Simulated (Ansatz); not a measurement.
**Lattice dynamics of Sr2C (built on the sites of a database entry of Be2C)**

Wanted: phonon frequencies of Sr2C (built on the sites of a database entry of Be2C) and what follows from them.

Main program and level: Ansatz 0.2.0; DFT PBEsol, scalar-relativistic, plane waves, PAW.

The structure was built from a prototype and need not be the compound's stable phase.

## 1. Set-up

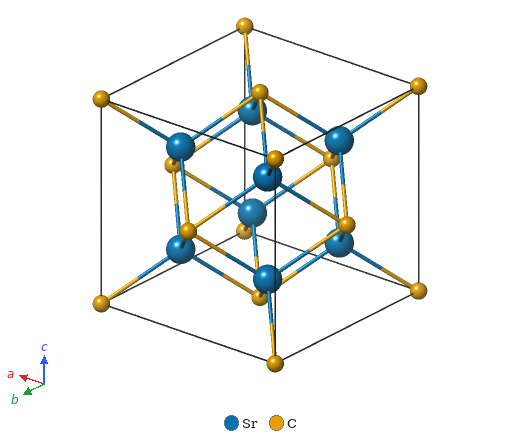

Start, viewed from a free direction; strontium blue, carbon orange. This picture shows the conventional cell, with its axes. Some periodic images of atoms are drawn too.

## 2. Bringing the structure to rest

The cell and atoms are relaxed, since residual forces and stress would shift the frequencies.

Input file input.yaml:

```yaml
crystal:
  lattice:
    - [0.0, 3.62562, 3.62562]
    - [3.62562, 0.0, 3.62562]
    - [3.62562, 3.62562, 0.0]
  atoms:
    - { symbol: Sr, position: [0.25, 0.25, 0.25] }
    - { symbol: Sr, position: [0.75, 0.75, 0.75] }
    - { symbol: C, position: [0.0, 0.0, 0.0] }
kpoints:
  mp_grid: { grid: [10, 10, 10] }
hamiltonian:
  xc: pbesol
scf:
  occupations: { method: gaussian, width: 0.1 }
output:
  forces: true
  stress: true
  eigenvalues: true
relax:
  adjacent_minimum: "off"
  f_tol: 0.005
  max_steps: 80
  cell: { stress_tol: 0.05 }
```

Started as:

```bash
ansatz run input.yaml --threads 4 --pin off --max-ram 7168MiB --backend cpu --events-out ev --progress --plain --runs-dir out
```

Numbers of over 12 decimals in the logs are rounded to 6 here.

The log of the run:

```text
Engine: ansatz 0.2.0, aarch64-unknown-linux-gnu
Pseudopotentials: kind: paw
Pseudopotential: Sr, paw, valence charge 10, recommended cutoff 420 eV (normal), Sr.paw.azcp
Pseudopotential: C, paw, valence charge 4, recommended cutoff 420 eV (normal), C.paw.azcp
Functional definition: PBEsol
  exchange = pbesol_x
  correlation = pbesol_c
Crystal: 3 atoms, lattice volume = 95.318 Å³
Basis set: ecut = 420 eV, 1837 PW (Γ), exchange–correlation on 72×72×72 points (8 copies of the dense FFT grid, shifted against one another)
Bands: 16, of which v1, the nominal top of the filled ones, is band 12 counted from 1 (11 counted from 0)
Symmetry: 48 space group operations
Space group: Fm-3m (ITA 225), of the structure as read, at distance tolerance 4.6e-5 Å
k-points: 47 of 1000
Non-local potential: Sr, projectors of the file, l = 0: 3, l = 1: 2, l = 2: 2
Non-local potential: C, projectors of the file, l = 0: 2, l = 1: 2, l = 2: 1
PAW form: soft (Blöchl's): semilocal exchange-correlation on the pseudo side does not see the compensation charge
PAW frozen core: Sr, regenerated for the run's functional, and the local potential with it (the file was generated under x = pbe(κ = 0.804, μ = 0.219515), c = pbe(β = 0.066725))
PAW frozen core: C, regenerated for the run's functional, and the local potential with it (the file was generated under x = pbe(κ = 0.804, μ = 0.219515), c = pbe(β = 0.066725))
PAW one-centre angular grid: Sr, 110 points (default); XC on 64 Gauss nodes
PAW one-centre angular grid: C, 110 points (default); XC on 64 Gauss nodes
Initial density: superposition of atomic densities (neutral atoms: chi_scale 0, normalization atom), corrected by the library's trained network
Initial wavefunctions: pseudopotential atomic-orbital guess
Functional: x = pbesol(κ = 0.804, μ = 0.123457), c = pbesol(β = 0.046)
SCF iter   1: F=—  HF=-7228.833804 eV  |F-HF|=—  |Δ(HF+E_count)|=         —  Δρ=5.48e-3  dr2=5.10e-2  ethr=1.77e-3  ⟨swp⟩=9.8  Hψ=5177  notcnv=0
preconditioner: auto → Kerker (q_TF=auto, 2.168 Å⁻¹)  [metal: Δε(μ)=0.045 eV  Ē_g=4.549 eV  σ=0.100 eV  W_gap=0.25  n_scr=14 (ndim 8)  ℏωp=10.8 eV  f_vac=0.000  D(μ)=0.84/eV (n_scr^D=0)]
SCF iter   2: F=—  HF=-7228.828272 eV  |F-HF|=—  |Δ(HF+E_count)|=   5.53e-3  Δρ=1.62e-3  dr2=4.46e-3  ethr=2.12e-4  ⟨swp⟩=2.0  Hψ=1235  notcnv=0
preconditioner: auto → none  [insulator: Δε(μ)=0.115 eV  Ē_g=4.618 eV  σ=0.100 eV  W_gap=0.57  n_scr=14 (ndim 8)  ℏωp=10.8 eV  f_vac=0.000  D(μ)=0.59/eV (n_scr^D=0)  ε∞_Penn≈6.4]
SCF iter   3: F=—  HF=-7228.828304 eV  |F-HF|=—  |Δ(HF+E_count)|=   3.28e-5  Δρ=6.92e-4  dr2=5.38e-4  ethr=1.86e-5  ⟨swp⟩=2.0  Hψ=912  notcnv=0
SCF iter   4: F=—  HF=-7228.828493 eV  |F-HF|=—  |Δ(HF+E_count)|=   1.89e-4  Δρ=1.31e-4  dr2=1.59e-5  ethr=2.24e-6  ⟨swp⟩=2.0  Hψ=858  notcnv=0
SCF iter   5: F=—  HF=-7228.828502 eV  |F-HF|=—  |Δ(HF+E_count)|=   8.73e-6  Δρ=2.37e-5  dr2=2.81e-7  ethr=6.63e-8  ⟨swp⟩=2.8  Hψ=1242  notcnv=0
SCF iter   6: F=-7228.828502 eV  HF=-7228.828502 eV  |F-HF|=3.36e-9  |Δ(HF+E_count)|=   1.97e-7  Δρ=2.84e-6  dr2=6.37e-9  ethr=4.17e-10  ⟨swp⟩=7.1  Hψ=4333  notcnv=0
SCF 1 converged in 6 iterations: F = -7228.828502 eV  dr2 = 6.37e-9
  greatest PAW one-centre occupation: 0.987 electrons in one spin orbital (limit 2), on the Sr atom at site 1 (counted from 0), in its partial waves of l = 0
relax step   1: F+E_penalty+E_count = -7228.82850186 eV  Δ(F+E_penalty+E_count) = +0.000e0 eV  max|allowed force component| = 3.392e-17 eV/Å  Δτ_max = 0.0000 Å  P = -6.387 GPa  Ω = 95.318 Å³  (6 SCF iters, dr2 threshold 1.00e-7 eV, accepted)
Crystal: 3 atoms, lattice volume = 82.047 Å³
Basis set: ecut = 420 eV, 1639 PW (Γ), exchange–correlation on 72×72×72 points (8 copies of the dense FFT grid, shifted against one another)
Initial density: handed on by an earlier stage of this run
Initial wavefunctions: those handed on with the density
iter 1 solved again at ethr=9.19e-4 eV; its pass at ethr=3.10e-3 eV (dr2=2.21e-1 eV) is discarded
SCF iter   1: F=—  HF=-7229.297928 eV  |F-HF|=—  |Δ(HF+E_count)|=         —  Δρ=1.05e-2  dr2=2.20e-1  ethr=9.19e-4  ⟨swp⟩=1.0  Hψ=5935  notcnv=0
preconditioner: auto → none  [insulator: Δε(μ)=0.203 eV  Ē_g=13.745 eV  σ=0.100 eV  W_gap=0.84  n_scr=14 (ndim 8)  ℏωp=18.3 eV  f_vac=0.000  D(μ)=0.17/eV (n_scr^D=0)  ε∞_Penn≈2.8]
SCF iter   2: F=—  HF=-7229.366466 eV  |F-HF|=—  |Δ(HF+E_count)|=   6.85e-2  Δρ=2.07e-2  dr2=7.97e-1  ethr=9.18e-4  ⟨swp⟩=3.1  Hψ=1234  notcnv=0  recentre
SCF iter   3: F=—  HF=-7229.266197 eV  |F-HF|=—  |Δ(HF+E_count)|=   1.00e-1  Δρ=2.93e-3  dr2=1.57e-2  ethr=9.18e-4  ⟨swp⟩=2.3  Hψ=1457  notcnv=0
SCF iter   4: F=—  HF=-7229.266518 eV  |F-HF|=—  |Δ(HF+E_count)|=   3.22e-4  Δρ=2.63e-3  dr2=1.33e-2  ethr=6.55e-5  ⟨swp⟩=2.0  Hψ=932  notcnv=0
SCF iter   5: F=—  HF=-7229.265730 eV  |F-HF|=—  |Δ(HF+E_count)|=   7.88e-4  Δρ=1.77e-3  dr2=6.98e-3  ethr=5.55e-5  ⟨swp⟩=1.0  Hψ=752  notcnv=0
SCF iter   6: F=—  HF=-7229.264812 eV  |F-HF|=—  |Δ(HF+E_count)|=   9.18e-4  Δρ=4.03e-4  dr2=3.29e-4  ethr=2.91e-5  ⟨swp⟩=2.0  Hψ=840  notcnv=0
SCF iter   7: F=—  HF=-7229.264768 eV  |F-HF|=—  |Δ(HF+E_count)|=   4.42e-5  Δρ=6.08e-5  dr2=6.50e-6  ethr=1.37e-6  ⟨swp⟩=2.0  Hψ=858  notcnv=0
SCF iter   8: F=—  HF=-7229.264766 eV  |F-HF|=—  |Δ(HF+E_count)|=   2.51e-6  Δρ=4.73e-6  dr2=1.33e-8  ethr=1.25e-9  ⟨swp⟩=5.9  Hψ=4355  notcnv=0
SCF iter   9: F=-7229.264766 eV  HF=-7229.264766 eV  |F-HF|=1.96e-10  |Δ(HF+E_count)|=  3.82e-11  Δρ=9.73e-7  dr2=3.54e-10  ethr=5.55e-11  ⟨swp⟩=2.0  Hψ=2275  notcnv=0
SCF 2 converged in 9 iterations: F = -7229.264766 eV  dr2 = 3.54e-10
relax step   2: F+E_penalty+E_count = -7229.26476555 eV  Δ(F+E_penalty+E_count) = -4.363e-1 eV  max|allowed force component| = 3.547e-16 eV/Å  Δτ_max = 0.0000 Å  P = -3.667 GPa  Ω = 82.047 Å³  energy of the carried Pulay correction = +4.698e-3 eV  (9 SCF iters, dr2 threshold 3.00e-7 eV, accepted)
Crystal: 3 atoms, lattice volume = 70.068 Å³
Basis set: ecut = 420 eV, 1363 PW (Γ), exchange–correlation on 72×72×72 points (8 copies of the dense FFT grid, shifted against one another)
iter 1 solved again at ethr=1.20e-3 eV; its pass at ethr=3.10e-3 eV (dr2=2.87e-1 eV) is discarded
SCF iter   1: F=—  HF=-7229.421110 eV  |F-HF|=—  |Δ(HF+E_count)|=         —  Δρ=1.39e-2  dr2=2.92e-1  ethr=1.20e-3  ⟨swp⟩=1.0  Hψ=5714  notcnv=0
preconditioner: auto → none  [insulator: Δε(μ)=0.105 eV  Ē_g=13.860 eV  σ=0.100 eV  W_gap=0.53  n_scr=14 (ndim 8)  ℏωp=19.8 eV  f_vac=0.000  D(μ)=0.23/eV (n_scr^D=0)  ε∞_Penn≈3.0]
SCF iter   2: F=—  HF=-7229.382796 eV  |F-HF|=—  |Δ(HF+E_count)|=   3.83e-2  Δρ=5.34e-3  dr2=4.25e-2  ethr=1.20e-3  ⟨swp⟩=2.1  Hψ=1093  notcnv=0
SCF iter   3: F=—  HF=-7229.377468 eV  |F-HF|=—  |Δ(HF+E_count)|=   5.33e-3  Δρ=1.45e-3  dr2=1.34e-3  ethr=1.77e-4  ⟨swp⟩=1.9  Hψ=944  notcnv=0
SCF iter   4: F=—  HF=-7229.377629 eV  |F-HF|=—  |Δ(HF+E_count)|=   1.61e-4  Δρ=4.78e-4  dr2=3.97e-4  ethr=5.59e-6  ⟨swp⟩=1.9  Hψ=1102  notcnv=0
SCF iter   5: F=—  HF=-7229.377585 eV  |F-HF|=—  |Δ(HF+E_count)|=   4.36e-5  Δρ=2.15e-4  dr2=8.58e-5  ethr=1.65e-6  ⟨swp⟩=1.0  Hψ=752  notcnv=0
SCF iter   6: F=—  HF=-7229.377577 eV  |F-HF|=—  |Δ(HF+E_count)|=   8.03e-6  Δρ=1.19e-5  dr2=2.08e-7  ethr=1.25e-9  ⟨swp⟩=6.1  Hψ=4681  notcnv=0
SCF iter   7: F=-7229.377577 eV  HF=-7229.377577 eV  |F-HF|=6.98e-9  |Δ(HF+E_count)|=   2.34e-9  Δρ=2.71e-6  dr2=1.22e-8  ethr=8.67e-10  ⟨swp⟩=3.0  Hψ=2484  notcnv=0
SCF 3 converged in 7 iterations: F = -7229.377577 eV  dr2 = 1.22e-8
relax step   3: F+E_penalty+E_count = -7229.37757699 eV  Δ(F+E_penalty+E_count) = -1.128e-1 eV  max|allowed force component| = 4.410e-16 eV/Å  Δτ_max = 0.0000 Å  P = +1.416 GPa  Ω = 70.068 Å³  energy of the carried Pulay correction = +9.589e-3 eV  (7 SCF iters, dr2 threshold 3.00e-7 eV, accepted)
[...]
relax step   4: F+E_penalty+E_count = -7229.38657922 eV  Δ(F+E_penalty+E_count) = -9.002e-3 eV  max|allowed force component| = 3.146e-16 eV/Å  Δτ_max = 0.0000 Å  P = -0.243 GPa  Ω = 73.038 Å³  energy of the carried Pulay correction = +8.311e-3 eV  (6 SCF iters, dr2 threshold 3.00e-7 eV, accepted)
[...]
relax step   5: F+E_penalty+E_count = -7229.38713379 eV  Δ(F+E_penalty+E_count) = -5.546e-4 eV  max|allowed force component| = 1.958e-16 eV/Å  Δτ_max = 0.0000 Å  P = -0.015 GPa  Ω = 72.588 Å³  energy of the carried Pulay correction = +8.502e-3 eV  (5 SCF iters, dr2 threshold 1.47e-7 eV, accepted)
[...]
relax step   6: F+E_penalty+E_count = -7229.38439016 eV  Δ(F+E_penalty+E_count) = +2.744e-3 eV  max|allowed force component| = 1.110e-16 eV/Å  Δτ_max = 0.0000 Å  P = -0.083 GPa  Ω = 72.588 Å³  stress off target by 8.32e-2 GPa  SCF on the basis re-selected at this cell (its energy is not comparable with the rows above)  (6 SCF iters)
[...]
relax step   7: F+E_penalty+E_count = -7229.38449687 eV  Δ(F+E_penalty+E_count) = -1.067e-4 eV  max|allowed force component| = 4.071e-16 eV/Å  Δτ_max = 0.0000 Å  P = -0.002 GPa  Ω = 72.432 Å³  energy of the carried Pulay correction = +6.531e-5 eV  (5 SCF iters, dr2 threshold 1.73e-8 eV, accepted)
iter 1 solved again at ethr=1.23e-7 eV; its pass at ethr=3.10e-3 eV (dr2=2.95e-5 eV) is discarded
SCF iter   1: F=—  HF=-7229.384417 eV  |F-HF|=—  |Δ(HF+E_count)|=         —  Δρ=5.13e-6  dr2=5.41e-9  ethr=1.23e-7  ⟨swp⟩=4.6  Hψ=7708  notcnv=0
eigensolver tolerance schedule: the retry pair's looser diagonalisation over-reported the residual by 5445.31 of it (diagonalisation noise at 0.28 of the residual, at the tolerance the schedule requests for it); recorded, not acted on — ethr = c·dr2/N_el stays at c = 1.0e-1
preconditioner: auto → Kerker (q_TF=auto, 2.270 Å⁻¹)  [metal: Δε(μ)=0.005 eV  Ē_g=13.809 eV  σ=0.100 eV  W_gap=0.03  n_scr=14 (ndim 8)  ℏωp=19.5 eV  f_vac=0.000  D(μ)=1.44/eV (n_scr^D=8)]
SCF iter   2: F=—  HF=-7229.384422 eV  |F-HF|=—  |Δ(HF+E_count)|=   4.56e-6  Δρ=2.72e-6  dr2=2.71e-9  ethr=2.26e-11  ⟨swp⟩=3.2  Hψ=1659  notcnv=0
SCF iter   3: F=—  HF=-7229.384422 eV  |F-HF|=—  |Δ(HF+E_count)|=   1.55e-9  Δρ=8.77e-7  dr2=6.59e-10  ethr=1.13e-11  ⟨swp⟩=1.4  Hψ=774  notcnv=0
SCF iter   4: F=—  HF=-7229.384422 eV  |F-HF|=—  |Δ(HF+E_count)|=  8.19e-12  Δρ=3.76e-7  dr2=1.83e-10  ethr=2.75e-12  ⟨swp⟩=2.0  Hψ=941  notcnv=0
SCF iter   5: F=-7229.384422 eV  HF=-7229.384422 eV  |F-HF|=5.46e-12  |Δ(HF+E_count)|=  5.46e-12  Δρ=1.13e-7  dr2=9.73e-12  ethr=1.00e-12  ⟨swp⟩=6.0  Hψ=4331  notcnv=0
SCF 8 converged in 5 iterations: F = -7229.384422 eV  dr2 = 9.73e-12
relax step   8: F+E_penalty+E_count = -7229.38442181 eV  Δ(F+E_penalty+E_count) = +7.506e-5 eV  max|allowed force component| = 2.575e-16 eV/Å  Δτ_max = 0.0000 Å  P = -0.003 GPa  Ω = 72.432 Å³  stress off target by 2.81e-3 GPa  SCF on the basis re-selected at this cell (its energy is not comparable with the rows above)  (5 SCF iters)
basis re-selected at this cell: Δ(F+E_penalty+E_count) = +7.506e-5 eV, ΔP = -0.001 GPa vs the last step (what re-selecting the basis moved, of the pressure what is left beyond the Pulay correction that the steps carried, after the strain that the cell walked since its last selection, with what the two solves' SCF thresholds leave and, on support functions, any second-order correction that the steps lacked; it is no m [...]
SCF converged after 5 iterations
Free energy (F): -7229.384422 eV
Harris-Foulkes:  -7229.384422 eV  (|F-HF|=5.46e-12)
Internal energy: -7229.377225 eV  (E = F + TS)
E sigma→0 (E₀):  -7229.380823 eV
Entropy (-TS):   -0.007197 eV (-2.399 meV/atom)
Fermi energy:    8.629908 eV
--- Per-component energies (eV) ---
  E_band       = -159.901072
  E_kinetic    = 575.041664
  E_local      = -1322.179481  (includes V_loc(G=0)·N_el)
  E_nonlocal   = 433.520757
  E_hartree    = 311.960032
  E_xc         = -390.515515
  E_vxc        = -381.820491  (∫ρ·V_xc dr)
  E_paw        = -5383.188697  (= ΣΔE_a)
  E_vpaw       = -88.383557  (= ΣTr[D̂ρ^β])
  E_aug_tail   = 0.000003  (compensation charges beyond the density's cutoff)
  E_ewald      = -1454.305784
  E_core_change = 0.289795  (= ΣΔE_core)
  E_smearing   = -0.007197  (= −TS)
  E_closure    = 0.000000  (closes the sum)
  Σ components = -7229.384422   (vs F -7229.384422, Δ=0.00e0)
--- Forces (eV/Å), atoms counted from 1 ---
  atom   1  Sr    -0.00000000     0.00000000     0.00000000
  atom   2  Sr     0.00000000    -0.00000000    -0.00000000
  atom   3  C     -0.00000000     0.00000000    -0.00000000
  max |Σ_I F_I| component: 4.63e-17 eV/Å
--- Stress (GPa, compression-positive) ---
       -0.002811      -0.000000      -0.000000
       -0.000000      -0.002811      -0.000000
       -0.000000       0.000000      -0.002811
  P = ⅓ Tr σ = -0.0028 GPa (-0.028 kbar)
--- Band table (eV; the first three rows and the last of 47) ---
  k-point 0: bands = [... 8 lower, 0.3446, 7.1153, 7.1153, 7.1153, 8.6302, 9.8651, 9.8651, 13.9451]
  k-point 1: bands = [... 8 lower, 0.4072, 6.9165, 7.1859, 7.1859, 9.0988, 9.9580, 9.9580, 13.4887]
  k-point 2: bands = [... 8 lower, 0.5657, 6.7096, 7.3826, 7.3826, 10.0411, 10.2283, 10.2283, 12.6881]
  k-point 46: bands = [... 8 lower, 1.0266, 7.2262, 7.8466, 8.4972, 8.7694, 11.2419, 11.3494, 12.6844]
--- Relaxed structure (6 steps of the walk, 6 accepted, 2 SCFs on fresh bases) ---
  F+E_penalty+E_count = -7229.38442181 eV   max|allowed force component| = 2.575e-16 eV/Å   (the final SCF, on the basis selected at the relaxed cell)
  cell:  # Å, volume = 72.4318 Å³
    - [0, 3.308515, 3.308515]
    - [3.308515, 0, 3.308515]
    - [3.308515, 3.308515, 0]
  atoms:
    - { symbol: Sr, position: [0.250000, 0.250000, 0.250000] }
    - { symbol: Sr, position: [0.750000, 0.750000, 0.750000] }
    - { symbol: C, position: [0, 0, 0] }
```

Wall time 7.6 s (4 threads of Arm Neoverse V2, shared host); peak memory 0.41 GiB.

Step by step:

| step | energy less that of the first step (eV) | largest force component (eV/Å) | pressure (GPa) | volume (Å³) |
| --- | --- | --- | --- | --- |
| 1 | 0.0000 | 0.0000 | -6.39 | 95.32 |
| 2 | -0.4363 | 0.0000 | -3.67 | 82.05 |
| 3 | -0.5491 | 0.0000 | 1.42 | 70.07 |
| 4 | -0.5581 | 0.0000 | -0.24 | 73.04 |
| 5 | -0.5586 | 0.0000 | -0.02 | 72.59 |
| 6* | -0.5559 | 0.0000 | -0.08 | 72.59 |
| 7 | -0.5560 | 0.0000 | 0.00 | 72.43 |
| 8* | -0.5559 | 0.0000 | 0.00 | 72.43 |

Relaxation steps marked * repeat the geometry before them on a plane-wave basis chosen anew for their cell, so energy and pressure can jump there.

The run keeps the 48 symmetry operations that it works with, so distortions that break them were not tested.

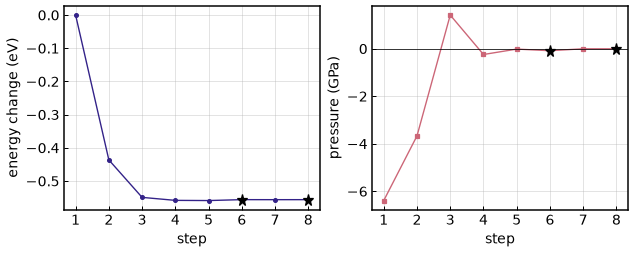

Energy and pressure along the relaxation. Stars mark steps on a basis chosen anew.

```
conventional cell, symmetrised  before  after   change
                         a (Å)   7.251  6.617   -8.7 %
                         b (Å)   7.251  6.617   -8.7 %
                         c (Å)   7.251  6.617   -8.7 %
              volume (Å³/atom)   31.77  24.14  -24.0 %
```

The relaxed structure:

```cif
data_structure
_symmetry_space_group_name_H-M 'P 1'
_symmetry_Int_Tables_number 1
_cell_length_a 4.6789
_cell_length_b 4.6789
_cell_length_c 4.6789
_cell_angle_alpha 60.000
_cell_angle_beta 60.000
_cell_angle_gamma 60.000
_cell_volume 72.43
loop_
_atom_site_label
_atom_site_type_symbol
_atom_site_fract_x
_atom_site_fract_y
_atom_site_fract_z
_atom_site_occupancy
Sr1 Sr 0.25000 0.25000 0.25000 1
Sr2 Sr 0.75000 0.75000 0.75000 1
C3 C 0.00000 0.00000 0.00000 1
```

Numbers from this step:

```
pressure          : -0.002811 GPa
volume per atom   : 24.14 Å³
gap on the k-mesh : 0 eV
```

In this step the volume went from 31.77 to 24.14 Å³/atom.

## 3. Relaxation

The relaxation is repeated from its end on the same settings, as a check that it has come to rest.

input.yaml, the sections that differ from step 2:

```yaml
crystal:
  lattice:
    - [0.0, 3.3085154, 3.3085154]
    - [3.3085154, 0.0, 3.3085154]
    - [3.3085154, 3.3085154, 0.0]
  atoms:
    - { symbol: Sr, position: [0.25, 0.25, 0.25] }
    - { symbol: Sr, position: [0.75, 0.75, 0.75] }
    - { symbol: C, position: [0.0, 0.0, 0.0] }
output:
  forces: true
  stress: true
  eigenvalues: true
  write_density: true
  write_potential: true
  elf: true
  volumetric_format: npy
# kpoints, hamiltonian, scf, relax: as in step 2
```

The log of the run:

```text
[...]
Crystal: 3 atoms, lattice volume = 72.432 Å³
Basis set: ecut = 420 eV, 1411 PW (Γ), exchange–correlation on 64×64×64 points (8 copies of the dense FFT grid, shifted against one another)
Bands: 16, of which v1, the nominal top of the filled ones, is band 12 counted from 1 (11 counted from 0)
Symmetry: 48 space group operations
[...]
k-points: 47 of 1000
[...]
k-point 46: bands = [... 8 lower, 1.0266, 7.2262, 7.8466, 8.4972, 8.7694, 11.2419, 11.3494, 12.6844]
--- Relaxed structure (1 steps of the walk, 1 accepted, 1 SCFs on fresh bases) ---
[...]
cell:  # Å, volume = 72.4318 Å³
    - [0.0, 3.3085154, 3.3085154]
    - [3.3085154, 0.0, 3.3085154]
    - [3.3085154, 3.3085154, 0.0]
  atoms:
    - { symbol: Sr, position: [0.25, 0.25, 0.25] }
    - { symbol: Sr, position: [0.75, 0.75, 0.75] }
    - { symbol: C, position: [0.0, 0.0, 0.0] }
[key lines of the parts left out:]
SCF converged after 5 iterations
Free energy (F): -7229.384422 eV
Fermi energy:    8.629908 eV
P = ⅓ Tr σ = -0.0028 GPa (-0.028 kbar)
```

It took 2 s on 4 threads; peak memory 0.38 GiB; 7 s of CPU time.

Little changed from the start: no atom moved by 0.005 Å and no cell edge by 0.1 %.

Numbers from this step:

```
pressure : -0.002815 GPa
```

In this step the volume went from 24.14 to 24.14 Å³/atom.

## 4. Tight relaxation

Phonons need a cell at rest on their own settings, so the relaxation is repeated with tight tolerances on forces and stress, using the mesh and the filling of the phonon run that follows.

input.yaml, the sections that differ from step 3:

```yaml
scf:
  occupations: { method: methfessel_paxton, width: 0.15 }
output:
  forces: true
  stress: true
  eigenvalues: true
relax:
  adjacent_minimum: "off"
  f_tol: 0.001
  max_steps: 60
  cell: { stress_tol: 0.01 }
# crystal, kpoints, hamiltonian: as in step 3
```

The log of the run:

```text
[...]
Crystal: 3 atoms, lattice volume = 72.432 Å³
Basis set: ecut = 420 eV, 1411 PW (Γ), exchange–correlation on 64×64×64 points (8 copies of the dense FFT grid, shifted against one another)
Bands: 16, of which v1, the nominal top of the filled ones, is band 12 counted from 1 (11 counted from 0)
Symmetry: 48 space group operations
[...]
k-points: 47 of 1000
[...]
k-point 46: bands = [... 8 lower, 1.0407, 7.2374, 7.8586, 8.5064, 8.7797, 11.2521, 11.3588, 12.6939]
--- Relaxed structure (3 steps of the walk, 3 accepted, 1 SCFs on fresh bases) ---
[...]
cell:  # Å, volume = 72.3822 Å³
    - [0, 3.307759, 3.307759]
    - [3.307759, 0, 3.307759]
    - [3.307759, 3.307759, 0]
  atoms:
    - { symbol: Sr, position: [0.25, 0.25, 0.25] }
    - { symbol: Sr, position: [0.75, 0.75, 0.75] }
    - { symbol: C, position: [0, 0, 0] }
[key lines of the parts left out:]
SCF converged after 6 iterations
Free energy (F): -7229.379767 eV
Fermi energy:    8.633508 eV
P = ⅓ Tr σ = -0.0004 GPa (-0.004 kbar)
```

The job ended after 3.2 s (4 threads; peak memory 0.38 GiB; 12 s of CPU time).

Little changed from the start: no atom moved by 0.005 Å and no cell edge by 0.1 %.

Numbers from this step:

| Quantity | Value |
| --- | --- |
| pressure | -3.91e-4 GPa |
| volume per atom | 24.13 Å³ |

The forces vanish by symmetry and the pressure is 0.000 GPa, within the tolerances set. The cell now holds 24.13 Å³/atom.

(Continued in part 2 of 2.)

[Logs are printed without paths, hosts, clocks, repeated set-up lines and the standing remarks that a program may print on its own settings, such as how far it seeks lower states.]

[Hosts, paths, dates, database ids (printed as entryN), source tags and the programs' standing remarks are cut or masked in the printed files.]
